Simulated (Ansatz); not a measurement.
CH4O2S2W

```yaml
atoms:
  - { symbol: C, position_ang: [0.7272, -1.6568, 0.6252] }
  - { symbol: O, position_ang: [0.4463, -0.5559, -0.2044] }
  - { symbol: W, position_ang: [-0.3971, 1.0798, -0.1896] }
  - { symbol: O, position_ang: [-1.4049, 1.2917, -1.7563] }
  - { symbol: S, position_ang: [1.0616, 2.6233, -0.0258] }
  - { symbol: S, position_ang: [-1.6865, 1.1382, 1.5022] }
  - { symbol: H, position_ang: [1.7099, -1.5229, 1.0831] }
  - { symbol: H, position_ang: [0.7336, -2.5594, 0.0114] }
  - { symbol: H, position_ang: [-0.0324, -1.7446, 1.4063] }
  - { symbol: H, position_ang: [-1.1576, 1.9067, -2.4520] }
```

Geometry: PBE0-D4/def2-TZVP; core potentials replace the inner electrons of W.

All numbers below come from RKS PBE0-D4/def2-TZVPP (Ansatz 0.2.0).

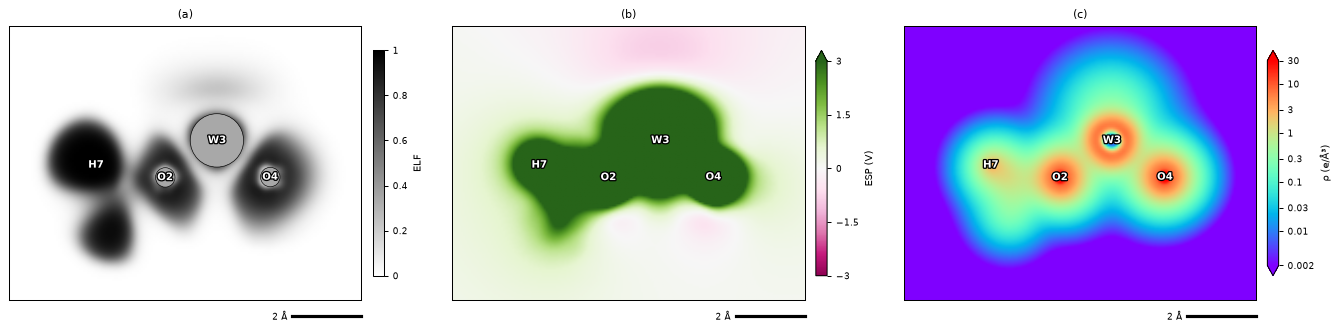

Figure 1. (a) electron localisation function; (b) electrostatic potential; (c) electron density on the plane of atoms O2, W3 and O4. Grey discs cover the atomic cores in the ELF map.

> Describe what can be read from this map.

Atoms in the plane: O, W and H.
W–O (1.84 Å): ρ at the midpoint is about 1.2 e/Å³; the ELF peaks at about 0.80 in the valence shell of O, 0.5 Å from its nucleus, and drops to about 0.30 between the two atoms.
Outside the dense part of the molecule the potential is most negative (−0.8 V) near S5, which lies off the plane.

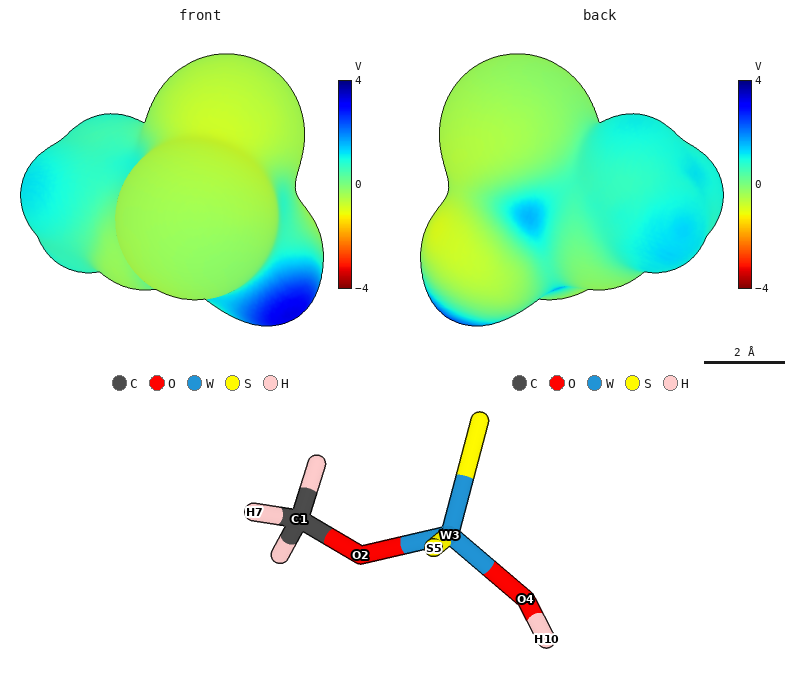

Figure 2. The molecular electrostatic potential painted on the density surface at 0.002 e/bohr³, seen from the front and from behind; red is negative and blue positive. The bare structure is drawn below in the same view.

> Which sites attract a positive test charge, and which a negative one?

A positive charge is drawn to the negative regions and a negative charge to the positive ones. The most negative region (about −0.9 V, or −21 kcal/mol for a unit charge) lies over W3 and O4, the most positive (about +3.0 V, or +69 kcal/mol for a unit charge) over H10.

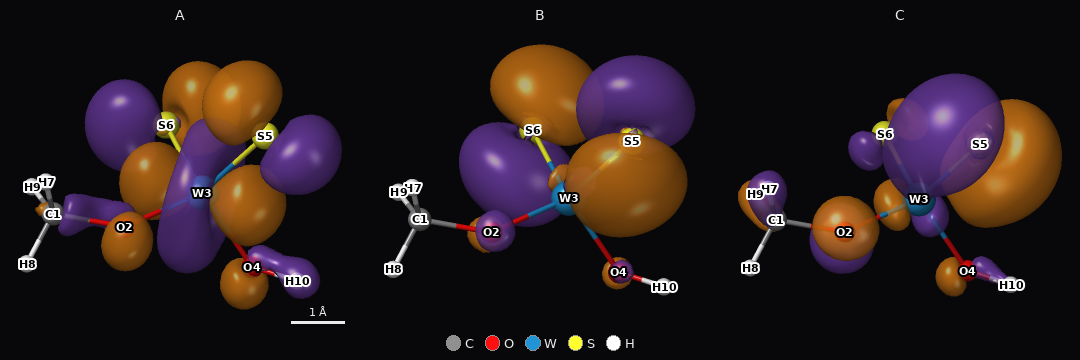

Figure 3. Three frontier orbitals at ±0.1 Å⁻³ᐟ² (orange and purple are the two phases), in no order.

> Order the three orbitals by energy and name them.

C is the HOMO−1 (−7.95 eV). It lies mainly on S5 (about 65 %), W3 (about 15 %) and O2 (about 10 %). B is the HOMO (−7.04 eV). It lies mainly on S6 (about 45 %), S5 (about 45 %) and W3 (about 10 %); largely a combination of lone pairs on S6 and S5. A is the LUMO (−2.35 eV). Its weight (Hirshfeld) is mainly on W3 (about 50 %), S6 (about 20 %) and S5 (about 15 %).

> What is the HOMO–LUMO gap?

4.69 eV between the orbital energies.

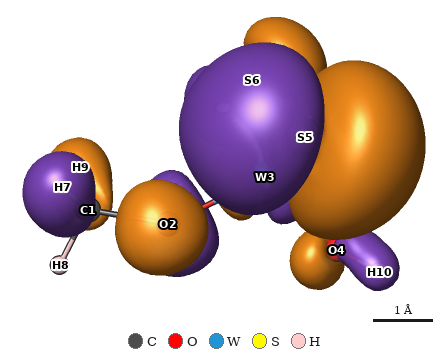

Figure 4. The HOMO−1 at ±0.06 Å⁻³ᐟ² (orange and purple are the two phases), seen across its widest extent.

> What is the character of this orbital?

By Hirshfeld shares it lies mainly on S5 (about 65 %), W3 (about 15 %) and O2 (about 10 %). Its energy is −7.95 eV.
